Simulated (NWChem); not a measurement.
# triplet [NH2]−: levels of theory compared

Wanted: a comparison of 4 runs (U-wB97X/aug-cc-pVTZ, UB2PLYP/aug-cc-pVTZ, UCAM-B3LYP/aug-cc-pVTZ, UM06-2X/aug-cc-pVTZ) of triplet [NH2]−. 

Program for the calculation: NWChem 7.3.0.

### Step 1. The structure to begin with

[NH2]−: 3 atoms, total charge -1, spin state triplet. SMILES of the parent species: `[NH2-]`. The shape is that of a PBE0-D4/def2-TZVPD optimisation. That shape belongs to the parent species and isn't relaxed for this state.

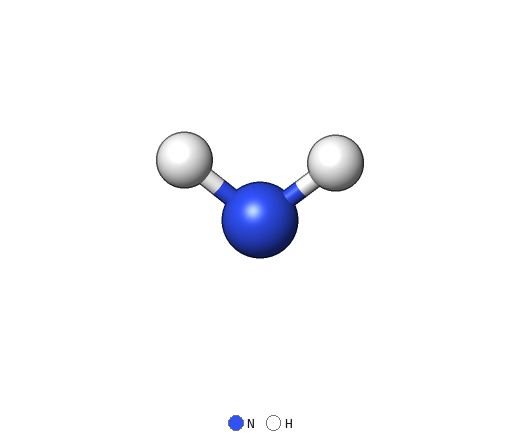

Viewed from a chosen angle; nitrogen blue, hydrogen white.

### Step 2. The energy at U-wB97X/aug-cc-pVTZ (run 1)

The input, h2n.nw:

```
start h2n
memory stack 880 mb heap 220 mb global 1100 mb
charge -1
geometry units angstroms noautosym nocenter noautoz
   N      0.342200    -0.203000     0.168700
   H      0.125500     0.801200     0.156000
   H     -0.467700    -0.598200    -0.324700
end
basis "ao basis" spherical bse
   * library aug-cc-pVTZ
end
dft
   xc wb97x
   mult 3
   grid fine
   convergence energy 1e-08
   iterations 100
   mulliken
end
task dft energy
```

Started as:

```sh
$ nwchem h2n.nw > h2n.out
```

The log of the run:

```text
[...]
          Wavefunction type:  spin polarized.
          No. of atoms     :     3
          No. of electrons :    10
[...]
          Charge           :    -1
          Spin multiplicity:     3
[...]
          AO basis - number of functions:    92
[...]
              XC Information
              --------------
                       wb97x  Method XC Functional
                     Hartree-Fock (Exact) Exchange  1.000
                         wb97x Exchange Functional  1.000
                      wb97x Correlation Functional  1.000
[...]
 d= 0,ls=0.0,diis     1    -54.8016709821 -6.23D+01  7.97D-01  1.20D+00     4.9
[...]
 d= 0,ls=0.0,diis    14    -55.8581567398 -1.43D-09  7.20D-06  7.75D-12    58.0
[...]
         Total DFT energy =      -55.858156739769
      One electron energy =      -91.537779810425
           Coulomb energy =       35.778595625160
    Exchange-Corr. energy =       -7.641825516848
 Nuclear repulsion energy =        7.542852962344
[...]
      Total Density - Mulliken Population Analysis
     ---------------------------------------------
    Atom       Charge   Shell Charges
 -----------   ------   -------------------------------------------------------
    1 N    7     6.11   1.96  0.23  0.95  0.56 -1.15  0.96  1.62  0.95  0.00  0.00  0.02  0.00  0.00  0.00
    2 H    1     1.94   0.27  0.41  0.36  0.90  0.01  0.02 -0.04  0.00  0.00
    3 H    1     1.94   0.27  0.41  0.36  0.90  0.01  0.02 -0.04  0.00  0.00
[...]
      <S2> =      2.0039 (Exact =     2.0000)
[...]
```

It took 59 s on 1 thread of Intel Xeon Platinum 8488C (Sapphire Rapids), shared host; peak memory 0.11 GiB.

### Step 3. The energy at UB2PLYP/aug-cc-pVTZ (run 2)

The input, h2n.nw:

```
start h2n
title "H2N B2PLYP"
memory stack 880 mb heap 220 mb global 1100 mb
charge -1
geometry units au noautosym nocenter noautoz
  N      0.64666428    -0.38361440     0.31879680
  H      0.23716063     1.51404857     0.29479728
  H     -0.88382491    -1.13043417    -0.61359407
end
basis spherical bse
  * library aug-cc-pVTZ
end
dft
  xc hfexch 0.53 becke88 0.47 lyp 0.73 mp2 0.27
  dftmp2 semidirect
  mult 3
  grid fine
  convergence energy 1e-08
  maxiter 100
  mulliken
  print medium
end
mp2
  freeze core 1
end
task dft energy
```

Started as:

```sh
$ nwchem h2n.nw > h2n.out
```

The log of the run:

```text
[...]
          Wavefunction type:  spin polarized.
          No. of atoms     :     3
          No. of electrons :    10
[...]
          Charge           :    -1
          Spin multiplicity:     3
[...]
          AO basis - number of functions:    92
[...]
              XC Information
              --------------
                     Hartree-Fock (Exact) Exchange  0.530
                    Becke 1988 Exchange Functional  0.470
              Lee-Yang-Parr Correlation Functional  0.730
[...]
 d= 0,ls=0.0,diis     1    -54.7266281445 -6.23D+01  8.05D-01  1.19D+00     1.4
[...]
 d= 0,ls=0.0,diis    13    -55.7733881200 -5.00D-11  2.75D-07  3.11D-13    14.8
[...]
         Total DFT energy =      -55.773388120037
      One electron energy =      -91.578077290193
           Coulomb energy =       35.823853377004
    Exchange-Corr. energy =       -7.562016627776
 Nuclear repulsion energy =        7.542852420929
[...]
      Total Density - Mulliken Population Analysis
     ---------------------------------------------
    Atom       Charge   Shell Charges
 -----------   ------   -------------------------------------------------------
    1 N    7     6.09   1.95  0.23  0.97  0.55 -1.13  0.95  1.62  0.90  0.02  0.01  0.02  0.00  0.00  0.00
    2 H    1     1.95   0.26  0.43  0.36  0.87  0.01  0.02 -0.03  0.00  0.01
    3 H    1     1.95   0.26  0.43  0.36  0.87  0.01  0.02 -0.03  0.00  0.01
[...]
      <S2> =      2.0050 (Exact =     2.0000)
[...]
  Basis functions       =     92
[...]
```

It took 18 s on 1 thread of Intel Xeon Platinum 8488C (Sapphire Rapids), shared host; peak memory 0.17 GiB.

Run 3 isn't shown in full; the table further down has it.

### Step 4. A single-point energy at UM06-2X/aug-cc-pVTZ (run 4)

The input, h2n.nw:

```
start h2n
memory total 2200 mb
charge -1

geometry units angstroms noautosym nocenter noautoz
N      0.342200    -0.203000     0.168700
H      0.125500     0.801200     0.156000
H     -0.467700    -0.598200    -0.324700
end

basis "ao basis" spherical bse
* library aug-cc-pVTZ
end

dft
xc m06-2x
mult 3
grid fine
convergence energy 1e-08
maxiter 100
mulliken
end

task dft energy
```

Started as:

```sh
$ nwchem h2n.nw > h2n.out
```

The log of the run:

```text
[...]
          Wavefunction type:  spin polarized.
          No. of atoms     :     3
          No. of electrons :    10
[...]
          Charge           :    -1
          Spin multiplicity:     3
[...]
          AO basis - number of functions:    92
[...]
              XC Information
              --------------
                       M06-2X Method XC Functional
                     Hartree-Fock (Exact) Exchange  0.540
                        M06-2X Exchange Functional  1.000
                      M06-2X Correlation Potential  1.000
[...]
 d= 0,ls=0.0,diis     1    -54.7916708341 -6.23D+01  8.04D-01  1.22D+00     2.0
[...]
 d= 0,ls=0.0,diis    15    -55.8471246617 -6.21D-10  4.99D-06  2.46D-11    21.1
[...]
         Total DFT energy =      -55.847124661680
      One electron energy =      -91.577644085102
           Coulomb energy =       35.817024078198
    Exchange-Corr. energy =       -7.629357617120
 Nuclear repulsion energy =        7.542852962344
[...]
      Total Density - Mulliken Population Analysis
     ---------------------------------------------
    Atom       Charge   Shell Charges
 -----------   ------   -------------------------------------------------------
    1 N    7     6.12   1.95  0.23  0.98  0.62 -0.98  0.95  1.59  0.77 -0.02  0.01  0.01 -0.00  0.00 -0.00
    2 H    1     1.94   0.27  0.43  0.40  0.82  0.01  0.01 -0.01  0.00  0.01
    3 H    1     1.94   0.27  0.43  0.40  0.82  0.01  0.01 -0.01  0.00  0.01
[...]
      <S2> =      2.0049 (Exact =     2.0000)
[...]
```

Wall time 22 s (1 thread of Intel Xeon Platinum 8488C (Sapphire Rapids), shared host); peak memory 0.11 GiB.

### Step 5. The series

```csv
run,level,frozen core orbitals,energy (Eh),HOMO energy (eV),LUMO energy (eV),⟨S²⟩,wall time
1,U-wB97X/aug-cc-pVTZ,–,-55.858157,0.64,3.58,2.004,59 s
2,UB2PLYP/aug-cc-pVTZ,1,-55.836503,1.30,3.14,2.005,18 s
3,UCAM-B3LYP/aug-cc-pVTZ,–,-55.857100,1.05,2.39,2.003,48 s
4,UM06-2X/aug-cc-pVTZ,–,-55.847125,1.32,2.22,2.005,22 s
```

### Step 6. What came out

```
                                 quantity         value
                      run 4: total energy  -55.84712 Eh
run 4: HOMO energy (highest over α and β)       1.32 eV
 run 4: LUMO energy (lowest over α and β)       2.22 eV
                              run 4: ⟨S²⟩         2.005
```

Totals of different functionals can't be ranked against each other. In runs 1, 2, 3, 4 the HOMO lies above zero, so the outermost electron may be held by the basis alone. All runs together took 2.4 min, the longest 59 s.
